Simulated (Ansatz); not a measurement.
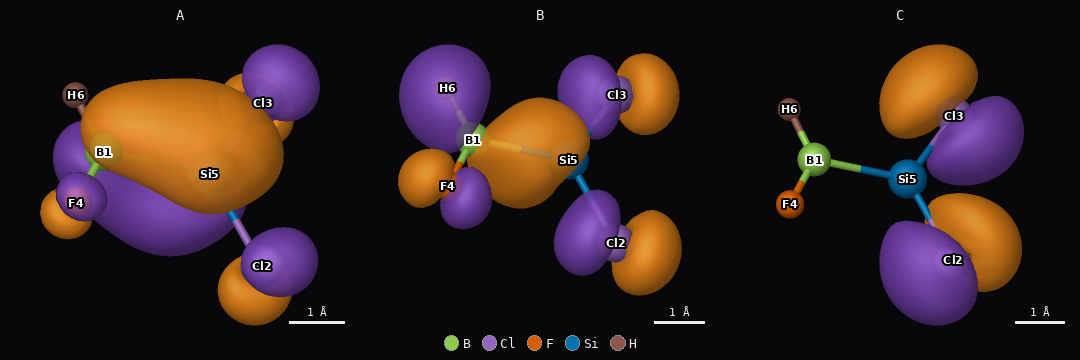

BCl$_{2}$FHSi (SMILES FB[Si+](Cl)Cl) (charge +1). Three frontier orbitals at ±0.1 Å⁻³ᐟ² (orange and purple are the two phases), in no order.

Geometry: PBE0-D3(BJ)/def2-SVP.

Theory: isolated molecule in a Gaussian basis; Kohn-Sham density functional theory, functional PBE0 (Ansatz 0.2.0).

```json
{"atom": "B", "x (Å)": "-3.2026", "y (Å)": "-2.3498", "z (Å)": "1.0595"}
{"atom": "Cl", "x (Å)": "0.3150", "y (Å)": "-2.0163", "z (Å)": "0.4864"}
{"atom": "Cl", "x (Å)": "-1.7047", "y (Å)": "0.5540", "z (Å)": "-0.3403"}
{"atom": "F", "x (Å)": "-2.9366", "y (Å)": "-3.5177", "z (Å)": "1.5242"}
{"atom": "Si", "x (Å)": "-1.5225", "y (Å)": "-1.2751", "z (Å)": "0.4028"}
{"atom": "H", "x (Å)": "-4.2869", "y (Å)": "-1.8442", "z (Å)": "0.9734"}
```

Q: Order the three orbitals by energy and name them.

A: C is the HOMO−1 (−15.31 eV). Its weight (Hirshfeld) is mainly on Cl3 (about 45 %) and Cl2 (about 45 %); it is symmetric in the molecular plane (an in-plane orbital: σ, lone-pair or in-plane π type); largely a combination of lone pairs on Cl3 and Cl2. B is the HOMO (−14.53 eV). Its weight (Hirshfeld) is mainly on Si5 (about 20 %), B1 (about 20 %), Cl2 (about 15 %), H6 (about 15 %), Cl3 (about 15 %) and F4 (about 15 %); it is symmetric in the molecular plane (an in-plane orbital: σ, lone-pair or in-plane π type). A is the LUMO (−9.29 eV). It lies mainly on Si5 (about 50 %), B1 (about 20 %), Cl3 (about 10 %) and Cl2 (about 10 %); it changes sign across the molecular plane (π type); π-bonding across B1–Si5.

Q: What is the HOMO–LUMO gap?

A: 5.24 eV between the orbital energies.
